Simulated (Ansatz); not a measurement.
# Molecular dynamics of SiNH₄Cl (part 2 of 2)

Continued. System: SiNH₄Cl. Method: UKS PBE0-D4/6-31G* (Ansatz 0.2.0). It belongs to a series of runs on one base structure; here: dynamics from the start.

Geometry of the input (Å):
```
Si -0.1094  0.2187  0.7231
Cl 1.6565  -1.2243  -0.2728
N  -0.6886  0.1163  -0.8374
H  0.3660  -0.5755  -1.2744
H  0.6677  1.2944  1.3290
H  -0.7273  -0.6253  1.7365
H  -1.1649  0.7956  -1.4042
```

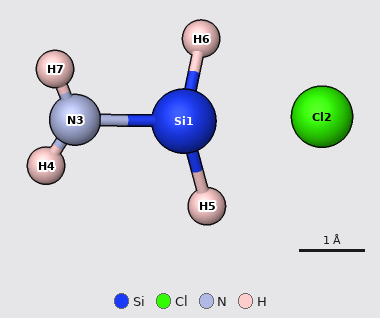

Fig. 1: The geometry at step 135 of the log (ball-and-stick view, seen at a tilt; atoms are numbered from 1 in the order of the input).

## Log, continued
```
md step   106: t =    53.00 fs  T =  2417.0 K  F+E_penalty+E_count = -21945.62869741 eV  E_kin = 1.562104 eV  conserved = -21944.06659378 eV  (30 SCF iters, 3 dispersion substeps)
md step   107: t =    53.50 fs  T =  2721.5 K  F+E_penalty+E_count = -21945.82783614 eV  E_kin = 1.758899 eV  conserved = -21944.06893729 eV  (29 SCF iters, 3 dispersion substeps)
md step   108: t =    54.00 fs  T =  3113.0 K  F+E_penalty+E_count = -21946.08542425 eV  E_kin = 2.011903 eV  conserved = -21944.07352170 eV  (29 SCF iters, 3 dispersion substeps)
md step   109: t =    54.50 fs  T =  3484.1 K  F+E_penalty+E_count = -21946.33264405 eV  E_kin = 2.251794 eV  conserved = -21944.08084999 eV  (29 SCF iters, 3 dispersion substeps)
md step   110: t =    55.00 fs  T =  3675.9 K  F+E_penalty+E_count = -21946.46525075 eV  E_kin = 2.375756 eV  conserved = -21944.08949458 eV  (30 SCF iters, 3 dispersion substeps)
md step   111: t =    55.50 fs  T =  3526.7 K  F+E_penalty+E_count = -21946.37253957 eV  E_kin = 2.279276 eV  conserved = -21944.09326374 eV  (30 SCF iters, 3 dispersion substeps)
md step   112: t =    56.00 fs  T =  3015.8 K  F+E_penalty+E_count = -21946.03234906 eV  E_kin = 1.949087 eV  conserved = -21944.08326177 eV  (28 SCF iters, 3 dispersion substeps)
md step   113: t =    56.50 fs  T =  2409.0 K  F+E_penalty+E_count = -21945.62132665 eV  E_kin = 1.556915 eV  conserved = -21944.06441203 eV  (26 SCF iters, 3 dispersion substeps)
md step   114: t =    57.00 fs  T =  2107.0 K  F+E_penalty+E_count = -21945.42071254 eV  E_kin = 1.361743 eV  conserved = -21944.05897003 eV  (26 SCF iters, 3 dispersion substeps)
md step   115: t =    57.50 fs  T =  2242.6 K  F+E_penalty+E_count = -21945.51873424 eV  E_kin = 1.449415 eV  conserved = -21944.06931965 eV  (26 SCF iters, 3 dispersion substeps)
md step   116: t =    58.00 fs  T =  2608.3 K  F+E_penalty+E_count = -21945.76585887 eV  E_kin = 1.685727 eV  conserved = -21944.08013169 eV  (26 SCF iters, 3 dispersion substeps)
md step   117: t =    58.50 fs  T =  2927.5 K  F+E_penalty+E_count = -21945.97775417 eV  E_kin = 1.892074 eV  conserved = -21944.08568046 eV  (26 SCF iters, 3 dispersion substeps)
md step   118: t =    59.00 fs  T =  3029.8 K  F+E_penalty+E_count = -21946.04364032 eV  E_kin = 1.958144 eV  conserved = -21944.08549606 eV  (26 SCF iters, 3 dispersion substeps)
md step   119: t =    59.50 fs  T =  2881.9 K  F+E_penalty+E_count = -21945.94369828 eV  E_kin = 1.862557 eV  conserved = -21944.08114159 eV  (26 SCF iters, 3 dispersion substeps)
md step   120: t =    60.00 fs  T =  2555.9 K  F+E_penalty+E_count = -21945.72752403 eV  E_kin = 1.651889 eV  conserved = -21944.07563515 eV  (29 SCF iters, 3 dispersion substeps)
md step   121: t =    60.50 fs  T =  2164.8 K  F+E_penalty+E_count = -21945.47016863 eV  E_kin = 1.399108 eV  conserved = -21944.07106030 eV  (30 SCF iters, 3 dispersion substeps)
md step   122: t =    61.00 fs  T =  1811.2 K  F+E_penalty+E_count = -21945.23859956 eV  E_kin = 1.170584 eV  conserved = -21944.06801573 eV  (30 SCF iters, 3 dispersion substeps)
md step   123: t =    61.50 fs  T =  1567.5 K  F+E_penalty+E_count = -21945.07943465 eV  E_kin = 1.013105 eV  conserved = -21944.06633014 eV  (31 SCF iters, 3 dispersion substeps)
md step   124: t =    62.00 fs  T =  1475.5 K  F+E_penalty+E_count = -21945.01932006 eV  E_kin = 0.953618 eV  conserved = -21944.06570219 eV  (29 SCF iters, 3 dispersion substeps)
md step   125: t =    62.50 fs  T =  1551.0 K  F+E_penalty+E_count = -21945.06842351 eV  E_kin = 1.002415 eV  conserved = -21944.06600816 eV  (30 SCF iters, 3 dispersion substeps)
md step   126: t =    63.00 fs  T =  1786.3 K  F+E_penalty+E_count = -21945.22193043 eV  E_kin = 1.154514 eV  conserved = -21944.06741676 eV  (31 SCF iters, 3 dispersion substeps)
md step   127: t =    63.50 fs  T =  2146.3 K  F+E_penalty+E_count = -21945.45758615 eV  E_kin = 1.387177 eV  conserved = -21944.07040947 eV  (30 SCF iters, 3 dispersion substeps)
md step   128: t =    64.00 fs  T =  2558.6 K  F+E_penalty+E_count = -21945.72924971 eV  E_kin = 1.653632 eV  conserved = -21944.07561750 eV  (29 SCF iters, 3 dispersion substeps)
md step   129: t =    64.50 fs  T =  2903.8 K  F+E_penalty+E_count = -21945.95979311 eV  E_kin = 1.876736 eV  conserved = -21944.08305712 eV  (30 SCF iters, 3 dispersion substeps)
md step   130: t =    65.00 fs  T =  3026.2 K  F+E_penalty+E_count = -21946.04598026 eV  E_kin = 1.955802 eV  conserved = -21944.09017849 eV  (30 SCF iters, 3 dispersion substeps)
md step   131: t =    65.50 fs  T =  2805.0 K  F+E_penalty+E_count = -21945.90294551 eV  E_kin = 1.812848 eV  conserved = -21944.09009739 eV  (29 SCF iters, 3 dispersion substeps)
md step   132: t =    66.00 fs  T =  2297.9 K  F+E_penalty+E_count = -21945.56268484 eV  E_kin = 1.485115 eV  conserved = -21944.07757030 eV  (28 SCF iters, 3 dispersion substeps)
md step   133: t =    66.50 fs  T =  1801.5 K  F+E_penalty+E_count = -21945.22768861 eV  E_kin = 1.164321 eV  conserved = -21944.06336789 eV  (30 SCF iters, 3 dispersion substeps)
md step   134: t =    67.00 fs  T =  1618.9 K  F+E_penalty+E_count = -21945.10940986 eV  E_kin = 1.046294 eV  conserved = -21944.06311634 eV  (30 SCF iters, 3 dispersion substeps)
md step   135: t =    67.50 fs  T =  1776.7 K  F+E_penalty+E_count = -21945.21993395 eV  E_kin = 1.148295 eV  conserved = -21944.07163900 eV  (30 SCF iters, 3 dispersion substeps)
md step   136: t =    68.00 fs  T =  2081.6 K  F+E_penalty+E_count = -21945.42527824 eV  E_kin = 1.345328 eV  conserved = -21944.07995030 eV  (30 SCF iters, 3 dispersion substeps)
md step   137: t =    68.50 fs  T =  2313.0 K  F+E_penalty+E_count = -21945.57974391 eV  E_kin = 1.494880 eV  conserved = -21944.08486354 eV  (29 SCF iters, 3 dispersion substeps)
md step   138: t =    69.00 fs  T =  2330.0 K  F+E_penalty+E_count = -21945.59010623 eV  E_kin = 1.505909 eV  conserved = -21944.08419748 eV  (30 SCF iters, 3 dispersion substeps)
md step   139: t =    69.50 fs  T =  2117.8 K  F+E_penalty+E_count = -21945.44821217 eV  E_kin = 1.368734 eV  conserved = -21944.07947859 eV  (30 SCF iters, 3 dispersion substeps)
md step   140: t =    70.00 fs  T =  1760.4 K  F+E_penalty+E_count = -21945.21177195 eV  E_kin = 1.137725 eV  conserved = -21944.07404695 eV  (30 SCF iters, 3 dispersion substeps)
md step   141: t =    70.50 fs  T =  1372.2 K  F+E_penalty+E_count = -21944.95669617 eV  E_kin = 0.886857 eV  conserved = -21944.06983893 eV  (30 SCF iters, 3 dispersion substeps)
md step   142: t =    71.00 fs  T =  1049.5 K  F+E_penalty+E_count = -21944.74554748 eV  E_kin = 0.678319 eV  conserved = -21944.06722799 eV  (31 SCF iters, 3 dispersion substeps)
md step   143: t =    71.50 fs  T =   855.4 K  F+E_penalty+E_count = -21944.61878677 eV  E_kin = 0.552840 eV  conserved = -21944.06594641 eV  (31 SCF iters, 3 dispersion substeps)
md step   144: t =    72.00 fs  T =   821.8 K  F+E_penalty+E_count = -21944.59685949 eV  E_kin = 0.531138 eV  conserved = -21944.06572158 eV  (30 SCF iters, 3 dispersion substeps)
md step   145: t =    72.50 fs  T =   954.6 K  F+E_penalty+E_count = -21944.68350340 eV  E_kin = 0.616986 eV  conserved = -21944.06651717 eV  (31 SCF iters, 3 dispersion substeps)
md step   146: t =    73.00 fs  T =  1234.1 K  F+E_penalty+E_count = -21944.86617499 eV  E_kin = 0.797596 eV  conserved = -21944.06857853 eV  (31 SCF iters, 3 dispersion substeps)
md step   147: t =    73.50 fs  T =  1610.0 K  F+E_penalty+E_count = -21945.11283703 eV  E_kin = 1.040524 eV  conserved = -21944.07231304 eV  (31 SCF iters, 3 dispersion substeps)
md step   148: t =    74.00 fs  T =  1995.1 K  F+E_penalty+E_count = -21945.36725546 eV  E_kin = 1.289423 eV  conserved = -21944.07783243 eV  (31 SCF iters, 3 dispersion substeps)
md step   149: t =    74.50 fs  T =  2268.8 K  F+E_penalty+E_count = -21945.55025858 eV  E_kin = 1.466357 eV  conserved = -21944.08390166 eV  (30 SCF iters, 3 dispersion substeps)
these checks for a lower state are left out or cut short: starts, cluster_reference, orbital_swaps, neighbouring_geometries, increment
652 factors; integrals over basis functions are off by at most 4.7e-4 eV
mean field evaluation 1056: about -21945.4795 eV, gradient 1.6e-4 eV
mean field -21945.47950905 eV, -806.4814967772 hartree, gradient 1.5e-5 eV, S^2 0.000000; 0 other end points of the search recorded, 0 dependent functions left out
the calculation of the forces begins
reference -21945.47953321 eV, -806.4814976653 hartree; 21, 21 occupied and 40, 40 virtual orbitals, 652 factors
652 factors; integrals over basis functions are off by at most 4.7e-4 eV
mean field -21945.47950905 eV, -806.4814967772 hartree, gradient 1.5e-5 eV, S^2 0.000000; 1 other end points of the search recorded, 0 dependent functions left out
the calculation of the forces begins
reference -21945.47953321 eV, -806.4814976653 hartree; 21, 21 occupied and 40, 40 virtual orbitals, 652 factors
md step   150: t =    75.00 fs  T =  2313.3 K  F+E_penalty+E_count = -21945.58200454 eV  E_kin = 1.495102 eV  conserved = -21944.08690210 eV  (28 SCF iters, 3 dispersion substeps)
```

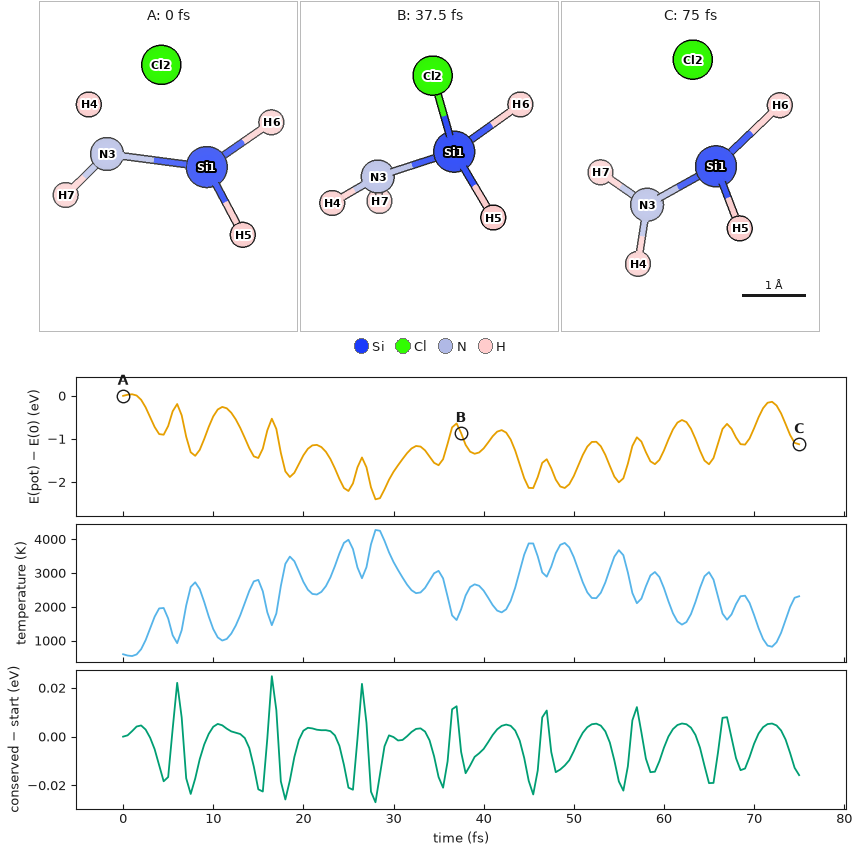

Fig. 2: Frames of the molecular dynamics (ball-and-stick, seen at a tilt) above the curves, on which the letters mark them. The trajectory kept here has 151 frames over 75 fs. The temperature starts at 600 K, ranges from 546 to 4273 K and averages 2456 K over the second half. The potential energy ends 1.123 eV below its first value. The conserved quantity stays within 0.052 eV. After an unweighted best fit of the last frame on the first, the root-mean-square displacement is 1.08 Å, and H4 has moved furthest (2.18 Å).

```
Total energy: -21945.58202871 eV, -806.4852643052 hartree
Atom 0 at    -0.080918     0.174034     0.326680 Å, force     1.165158    -2.460684    -0.747639 eV/Å
Atom 1 at     1.954293    -1.412501     0.041195 Å, force    -1.949789     1.462220    -0.267370 eV/Å
Atom 2 at    -1.353410     0.599983    -0.778040 Å, force     0.236050    -4.424560     0.305316 eV/Å
Atom 3 at    -1.412640     1.523303    -1.004555 Å, force    -0.091156     3.180905    -1.108993 eV/Å
Atom 4 at     0.821136     1.256633     0.584702 Å, force     0.092697     1.056353     0.209278 eV/Å
Atom 5 at    -0.403965    -0.731219     1.437322 Å, force    -0.533308     0.182295     0.071913 eV/Å
Atom 6 at    -1.891475    -0.017450    -1.453109 Å, force     1.080348     1.003472     1.537495 eV/Å
Dipole moment:    -1.090425     0.788171    -0.193304 e Å
```

## Trajectory as extended XYZ (Å, eV, eV/Å), 14 of the 151 frames kept, from step=0 to step=150
```
7
Properties=species:S:1:pos:R:3:forces:R:3 step=0 time_fs=0.0 energy=-21944.45888 temperature=600.0
Si   -0.1094    0.2187    0.7231    1.4976  -1.6661  -1.2041
Cl    1.6565   -1.2243   -0.2728   -0.3294   0.5138   1.2848
N    -0.6886    0.1163   -0.8374    2.1259  -1.5134  -1.1789
H     0.3660   -0.5755   -1.2744   -3.2675   2.1432   0.7328
H     0.6677    1.2944    1.3290    0.1564   0.5651   0.1604
H    -0.7273   -0.6253    1.7365   -0.1976  -0.2074   0.4397
H    -1.1649    0.7956   -1.4042    0.0146   0.1647  -0.2348
7
Properties=species:S:1:pos:R:3:forces:R:3 step=12 time_fs=6.0 energy=-21944.64830 temperature=927.3
Si   -0.0904    0.2076    0.7378    1.4471  -2.0415  -1.1503
Cl    1.6598   -1.2269   -0.2676   -0.9439   1.0603   1.8347
N    -0.6856    0.1014   -0.8873  -12.2595   7.3342   6.3060
H     0.0136   -0.2304   -1.2439    9.6489  -4.4064  -7.1459
H     0.6222    1.4242    1.2745   -0.2954  -0.3346  -0.1004
H    -0.8797   -0.5715    1.7842    0.4922   0.5052  -0.4098
H    -1.3028    0.8752   -1.3279    1.9105  -2.1172   0.6656
7
Properties=species:S:1:pos:R:3:forces:R:3 step=23 time_fs=11.5 energy=-21944.74773 temperature=1052.0
Si   -0.0578    0.1769    0.7347    1.9513  -0.8401  -3.5067
Cl    1.6559   -1.2210   -0.2474   -1.1346   1.1638   1.9182
N    -0.7422    0.1273   -0.8841    4.1637  -1.8797  -2.8245
H     0.1282   -0.0908   -1.8544   -3.3132   0.7085   4.4679
H     0.5321    1.4789    1.2180    0.0627  -0.4853   0.0075
H    -0.9072   -0.4223    1.7563   -0.0847  -0.4141   0.3080
H    -1.2810    0.8197   -1.3022   -1.6452   1.7469  -0.3704
7
Properties=species:S:1:pos:R:3:forces:R:3 step=35 time_fs=17.5 energy=-21945.78097 temperature=2617.2
Si   -0.0024    0.1307    0.6923    0.3862  -1.3987  -3.3727
Cl    1.6408   -1.2037   -0.2076   -1.2677   1.2140   1.7163
N    -0.7651    0.1513   -0.9191   -5.3672   1.8406   6.9263
H    -0.3176    0.1649   -1.6952    5.1019  -0.7944  -6.2811
H     0.4718    1.4279    1.1678    0.6519   0.2928   0.1979
H    -0.9238   -0.3617    1.7737    0.4176  -0.3789  -0.3832
H    -1.4541    0.8988   -1.1574    0.0773  -0.7754   1.1965
7
Properties=species:S:1:pos:R:3:forces:R:3 step=46 time_fs=23.0 energy=-21945.92456 temperature=2871.3
Si    0.0555    0.0761    0.6181    0.3494   0.2740  -1.7927
Cl    1.6166   -1.1778   -0.1566   -0.5628   0.5804   1.0626
N    -0.8291    0.1999   -0.9053    1.2332   0.7903  -1.8288
H    -0.1760    0.2349   -1.9513   -3.0559   0.3712   4.5141
H     0.5834    1.4065    1.1634    0.1904  -0.7545  -0.2314
H    -0.8438   -0.4285    1.7125    0.3295  -0.3106  -0.3365
H    -1.6612    0.8505   -0.7535    1.5162  -0.9508  -1.3873
7
Properties=species:S:1:pos:R:3:forces:R:3 step=58 time_fs=29.0 energy=-21946.62957 temperature=3952.5
Si    0.1208    0.0188    0.5159   -1.3628   1.1369   0.0049
Cl    1.5864   -1.1453   -0.0920    1.6852  -1.3792  -0.5711
N    -0.8953    0.2525   -0.8648    6.3686  -2.1811  -2.7450
H    -0.3561    0.4865   -1.8000   -1.9777  -0.3865   2.6633
H     0.7769    1.2038    1.1031    0.1031   0.2838   0.0667
H    -0.6746   -0.6105    1.5686   -0.2811  -0.2377   0.3211
H    -1.6824    0.7087   -0.6910   -4.5354   2.7636   0.2602
7
Properties=species:S:1:pos:R:3:forces:R:3 step=69 time_fs=34.5 energy=-21946.01219 temperature=2990.9
Si    0.1653   -0.0205    0.4240   -4.1602   2.7398   3.6333
Cl    1.5736   -1.1277   -0.0374    4.8570  -4.1055  -2.3309
N    -0.9392    0.2914   -0.8094   -2.8393   2.9495  -3.5794
H    -0.5558    0.7169   -1.7236   -0.4660  -1.0708   1.9184
H     0.9680    1.0658    1.0539   -0.5272   0.5169   0.0317
H    -0.5743   -0.8222    1.4885    0.0020   0.6850  -0.3052
H    -1.9527    0.7629   -0.7670    3.1336  -1.7150   0.6322
7
Properties=species:S:1:pos:R:3:forces:R:3 step=81 time_fs=40.5 energy=-21945.54078 temperature=2270.5
Si    0.1676   -0.0312    0.3615   -3.3926   3.5565   2.9412
Cl    1.6032   -1.1452    0.0015    5.0317  -4.1434  -2.3610
N    -1.0134    0.3492   -0.7811    0.4441   3.4808  -4.8906
H    -0.6778    1.0750   -1.7109   -1.3106  -2.9484   3.7737
H     1.0011    1.0709    1.0006   -0.8975   0.2045  -0.2154
H    -0.5043   -0.8693    1.3525   -0.7537   0.2287   0.5602
H    -2.0075    0.5578   -0.6104    0.8786  -0.3787   0.1920
7
Properties=species:S:1:pos:R:3:forces:R:3 step=92 time_fs=46.0 energy=-21946.34298 temperature=3493.7
Si    0.1317   -0.0066    0.3362   -1.9833   0.5619   1.4250
Cl    1.6714   -1.1951    0.0176    1.7068  -1.4051  -1.0989
N    -1.0780    0.4319   -0.8013   -1.2808  -6.5507   6.2197
H    -0.8546    1.0467   -1.4005    1.1920   6.1523  -5.9512
H     0.7983    1.1612    0.9050    0.1375   0.5497   0.1843
H    -0.6179   -0.8125    1.3446   -0.1345   0.3524   0.0519
H    -2.0130    0.3604   -0.3975    0.3622   0.3395  -0.8310
7
Properties=species:S:1:pos:R:3:forces:R:3 step=104 time_fs=52.0 energy=-21945.52831 temperature=2262.6
Si    0.0720    0.0314    0.3269    0.5075   0.7633   1.0513
Cl    1.7617   -1.2628    0.0247   -1.1018   0.7982  -0.1905
N    -1.1339    0.4809   -0.7999   -2.8427   2.2139  -1.2079
H    -1.1342    1.5322   -1.4812   -0.2882  -4.6572   3.1743
H     0.5937    1.3662    0.8352    0.4002  -0.7637  -0.0444
H    -0.7849   -0.6563    1.3585    0.4789  -0.0469  -0.2045
H    -2.0978    0.1527   -0.2711    2.8462   1.6925  -2.5784
7
Properties=species:S:1:pos:R:3:forces:R:3 step=115 time_fs=57.5 energy=-21945.51873 temperature=2242.6
Si    0.0205    0.0733    0.3279    1.0400   0.3711  -0.4631
Cl    1.8365   -1.3192    0.0290   -2.1893   1.5726   0.0196
N    -1.1957    0.5374   -0.8129    6.9792  -4.4178   0.7973
H    -1.4610    1.3422   -1.1147   -0.4129   7.2063  -3.0107
H     0.5296    1.3888    0.7713    0.6925  -0.1993   0.1037
H    -0.8275   -0.5291    1.3367    0.0518  -0.7584   0.5419
H    -2.0007    0.2227   -0.5497   -6.1613  -3.7744   2.0113
7
Properties=species:S:1:pos:R:3:forces:R:3 step=127 time_fs=63.5 energy=-21945.45759 temperature=2146.3
Si   -0.0248    0.1207    0.3277    0.5293  -1.1406   0.4107
Cl    1.8983   -1.3665    0.0338   -2.3542   1.6747  -0.0152
N    -1.2495    0.5669   -0.8174   -4.3160   1.0337  -0.4143
H    -1.5630    1.6556   -1.0165    1.5247  -3.9166   0.6051
H     0.6733    1.3542    0.7313    0.1487   0.0304  -0.0352
H    -0.8017   -0.5876    1.4247    0.6888   0.0181  -0.4067
H    -2.2322   -0.0651   -0.7951    3.7786   2.3002  -0.1445
7
Properties=species:S:1:pos:R:3:forces:R:3 step=138 time_fs=69.0 energy=-21945.59011 temperature=2330.0
Si   -0.0588    0.1533    0.3299    1.3790  -1.1075  -0.4603
Cl    1.9348   -1.3955    0.0379   -2.1861   1.5656  -0.1288
N    -1.3353    0.5860   -0.8167    4.3320   2.8411   2.6256
H    -1.3543    1.6561   -0.8783   -0.9140  -2.6273  -0.8428
H     0.8420    1.3248    0.6870   -0.8391  -0.3239  -0.2395
H    -0.6133   -0.6652    1.4314    0.0184   0.0749   0.0081
H    -1.9462   -0.1117   -1.1131   -1.7902  -0.4229  -0.9624
7
Properties=species:S:1:pos:R:3:forces:R:3 step=150 time_fs=75.0 energy=-21945.58201 temperature=2313.3
Si   -0.0809    0.1740    0.3267    1.1652  -2.4607  -0.7476
Cl    1.9543   -1.4125    0.0412   -1.9498   1.4622  -0.2674
N    -1.3534    0.6000   -0.7780    0.2360  -4.4246   0.3053
H    -1.4126    1.5233   -1.0046   -0.0912   3.1809  -1.1090
H     0.8211    1.2566    0.5847    0.0927   1.0564   0.2093
H    -0.4040   -0.7312    1.4373   -0.5333   0.1823   0.0719
H    -1.8915   -0.0174   -1.4531    1.0803   1.0035   1.5375
```

## Results in brief

| quantity | value |
| --- | --- |
| outcome | finished |
| mean temperature over the second half | 2456 K |
| trajectory | 150 steps, 75 fs |
| ensemble | nve |
| temperature in the input | 600.0 K |
| time step | 0.5 fs |
| potential energy (last step) | −21945.5820 eV |
| mean-field energy (last step) | −21945.4795 eV |
| largest force (length of the vector) (last step) | 4.441 eV/Å |
| wall time | 8.4 min |
| peak memory | 0.15 GiB |

## Remarks

So short a trajectory is not equilibrated.
